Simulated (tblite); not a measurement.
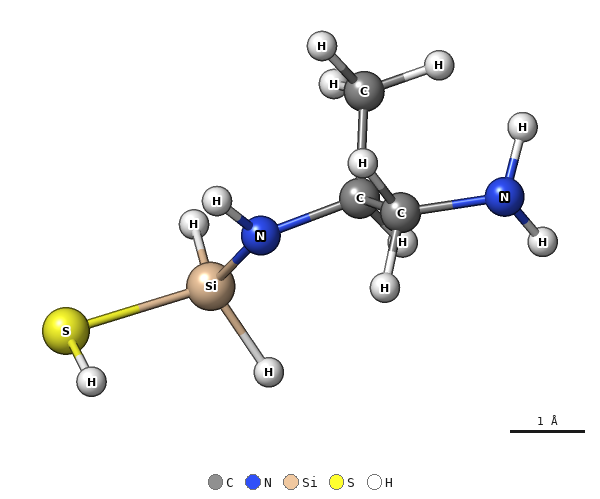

The structure as given in the input (ball-and-stick view, seen at a tilt).

**Frequency calculation of C$_{3}$H$_{12}$N$_{2}$SSi**

System: C$_{3}$H$_{12}$N$_{2}$SSi.
Method: GFN2-xTB harmonic vibrations, gas phase (tblite 0.8.0).

It belongs to a series of runs on one base structure; here: H on C replaced by CH2NH2.

Log
```
mode    cm-1     km/mol
  1      42.7      1.25
  2      57.2      0.94
  3      75.2      2.06
  4     107.3      3.34
  5     129.4     34.38
  6     193.3      5.69
  7     215.7      3.36
  8     251.7      4.71
  9     310.6     33.56
 10     357.4     12.64
 11     439.2     34.64
 12     452.3      7.23
 13     502.8    122.28
 14     504.9     21.35
 15     530.1     44.98
 16     587.8     10.43
 17     682.7     83.92
 18     758.9    339.88
 19     797.7    178.96
 20     840.0     37.10
 21     875.9     38.99
 22     897.3      5.46
 23     960.9    232.03
 24    1009.5      9.41
 25    1016.8     19.59
 26    1111.5     17.19
 27    1123.0      0.75
 28    1155.5     84.82
 29    1170.0     66.16
 30    1249.3     19.74
 31    1309.3     10.29
 32    1314.0     10.42
 33    1330.4     12.88
 34    1380.1    114.09
 35    1403.6     10.01
 36    1476.8      1.25
 37    1489.6      1.38
 38    1499.9      2.43
 39    1570.7     27.79
 40    2256.1    312.00
 41    2292.1    137.81
 42    2480.3    120.69
 43    2923.8     39.52
 44    2953.3     52.78
 45    2965.3     36.65
 46    3024.9     34.11
 47    3029.7     41.89
 48    3039.9     26.43
 49    3387.8     10.25
 50    3419.8      7.55
 51    3422.6     10.33
```

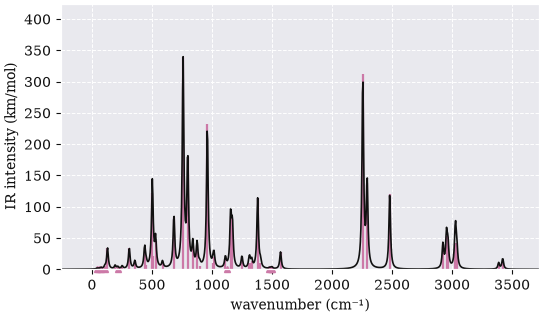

Harmonic infrared spectrum, unscaled: sticks (degenerate modes added up, dark ones marked on the axis) with a Lorentzian envelope of 16 cm⁻¹ full width, scaled to the tallest stick. 51 modes from 43 to 3423 cm⁻¹, none imaginary. The strongest line is at 759 cm⁻¹ (340 km/mol).

The run was set up as follows.

The input
```
{"job": {"kind": "ir", "xc": "GFN2-xTB", "basis": "xTB"}, "charge": 0, "multiplicity": 1}
C     -1.031513     0.907535     0.882318
C     -0.381264    -0.144170    -0.016288
C     -1.296190    -0.537184    -1.197284
N     -2.502816    -1.257454    -0.850514
N      0.888014     0.314127    -0.535022
Si     2.366974     0.099942     0.292335
S      3.881991     0.928055    -0.984895
H     -0.355627     1.167699     1.693402
H     -1.956807     0.533238     1.313904
H     -1.250890     1.807359     0.310369
H     -0.172537    -1.039557     0.580600
H     -0.717063    -1.166758    -1.878647
H     -1.590434     0.366831    -1.739064
H     -2.275070    -2.111742    -0.352826
H     -3.097079    -0.696159    -0.250418
H      0.775309     1.111478    -1.145891
H      2.583607    -1.336291     0.435189
H      2.577081     0.804464     1.555300
H      3.544510     0.257838    -2.074537
```

The first line tells a small driver script what to run in tblite; the rest is the geometry in Å.

Launch command:
```bash
OMP_NUM_THREADS=1 python <driver script> task.json out
```

Key numbers

| quantity | value |
| --- | --- |
| outcome | converged |
| total energy | −636.9303 eV |
| zero-point energy | 94.8910 kcal/mol |
| hardware | 1 CPU thread, shared host |
| wall time | 1.3 s |
| peak memory | 0.18 GiB |
